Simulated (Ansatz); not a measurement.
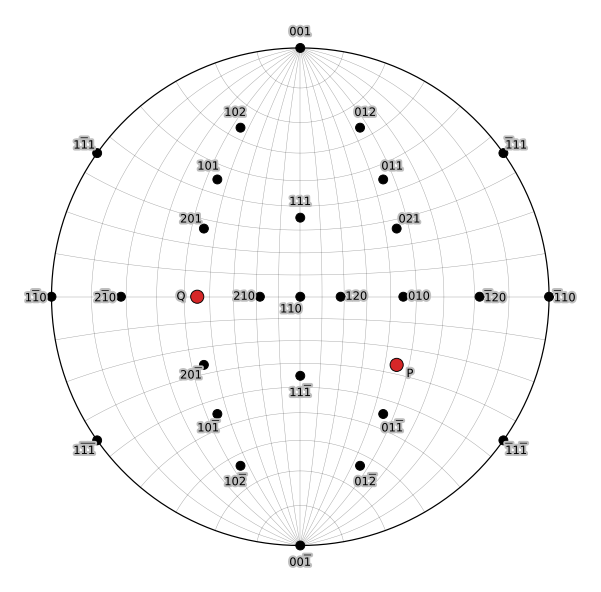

Crystal: Na, the geometry relaxed with DFT, LDA, all-electron LAPW, scalar-relativistic (Ansatz). Stereographic projection of plane normals (upper hemisphere) centred on (1 1 0). Symmetry computed with spglib at a tolerance of 0.002 Å; standard conventional cell.

a = 4.057 Å, b = 4.057 Å, c = 4.057 Å, α = 90.00°, β = 90.00°, γ = 90.00°.

### Index the poles marked P, Q.

P is (0 2 −1), 50.8° from the centre; Q is (1 0 0), 45.0° from the centre.

### What is the angle between the normals of (2 0 1) and (0 0 −1), and what are their d_hkl = 1/|g|?

116.6°; d = 1.814 Å and 4.057 Å.
